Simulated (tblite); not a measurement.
Geometry relaxation, with input and output: C₅H₉FO₃Si (part 4 of 4)

C₅H₉FO₃Si; GFN2-xTB geometry optimisation, gas phase (tblite 0.8.0). It belongs to a series of runs on one base structure; here: H on C replaced by COOH.

Geometry of the input (Å):
```
O  2.7241  0.4987  -0.6663
C  2.2983  -0.5078  -0.1465
O  3.0741  -1.6142  -0.0066
C  0.9698  -0.7552  0.4453
C  -0.1125  0.0453  0.4353
C  -1.4035  -0.3872  1.1188
C  -2.4449  -0.9600  0.1667
F  -2.9315  0.0281  -0.6200
Si -0.1877  1.7365  -0.3752
O  1.1752  2.6134  -0.0491
H  3.9162  -1.3637  -0.4226
H  0.8987  -1.7289  0.9569
H  -1.8353  0.4551  1.6897
H  -1.1617  -1.1534  1.8703
H  -2.0329  -1.7367  -0.4699
H  -3.2877  -1.3799  0.7462
H  -1.3588  2.4849  0.1541
H  -0.3065  1.5606  -1.8412
H  1.9966  2.1736  -0.3452
```

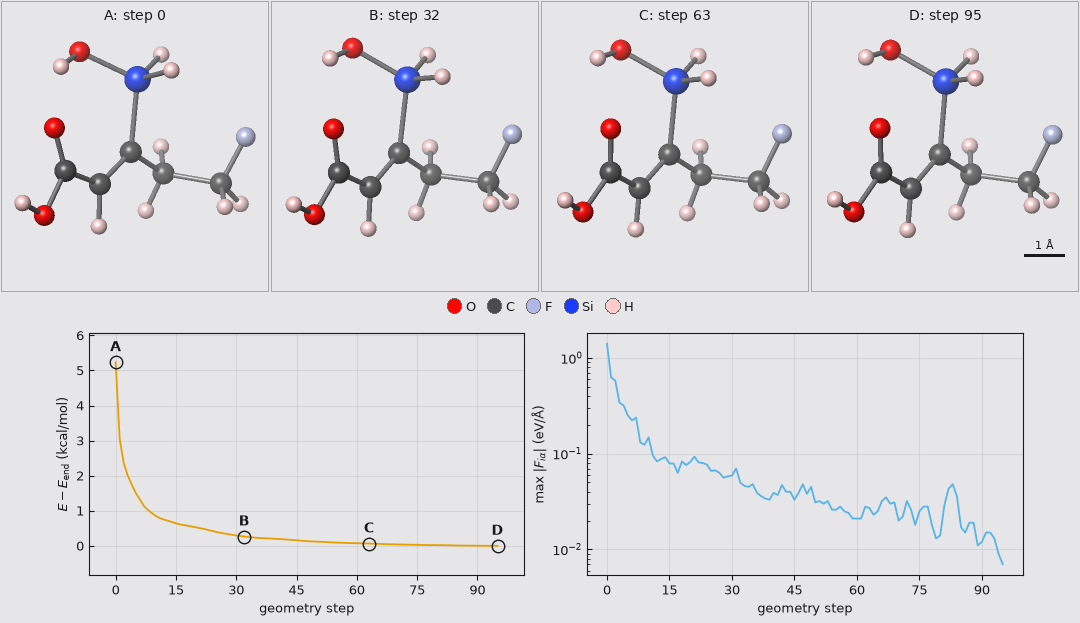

Frames of the relaxation (ball-and-stick view, seen at a tilt) above the curves, on which the letters mark them (steps are counted from 0).

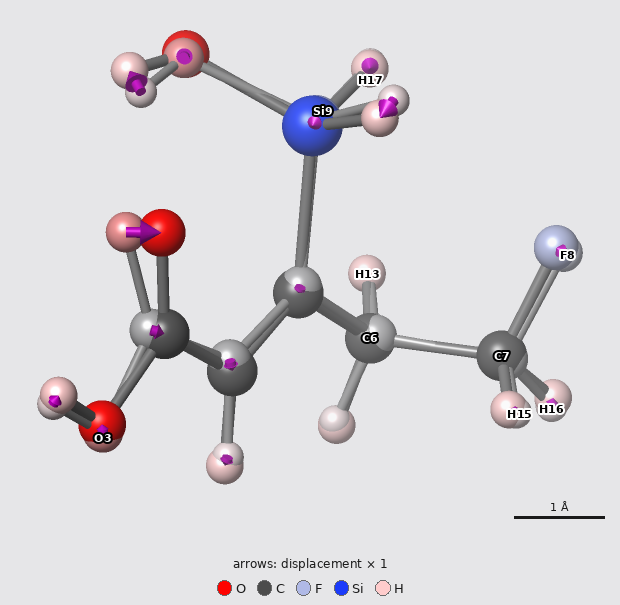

Start (faint) and end (solid) with the displacements as pink arrows, at true length (ball-and-stick view, seen at a tilt). The two geometries are laid on each other by the best rigid fit. O1 moves most after the best rigid fit: 0.40 Å. By element the largest moves are O 0.40 Å, H 0.35 Å, C 0.15 Å, Si 0.13 Å, F 0.12 Å. Distances before and after: C5–Si9 1.877 → 1.915 Å, Si9–O10 1.653 → 1.620 Å, Si9–H17 1.487 → 1.457 Å, C5–C6 1.523 → 1.497 Å. Among the angles that change: O10–Si9–H17 108.2° → 99.2°, C2–C4–C5 128.4° → 121.8°, C2–O3–H11 103.9° → 110.2°. The energy falls by 5.23 kcal/mol in 95 geometry steps. The largest force component goes from 1.4 to 0.007 eV/Å. (Atoms are counted from 1 in the order of the input.)

Summary

```csv
quantity,value
outcome,converged
total energy,−925.1905 eV
hardware,"1 CPU thread, shared host"
wall time,0.79 s
peak memory,0.18 GiB
```
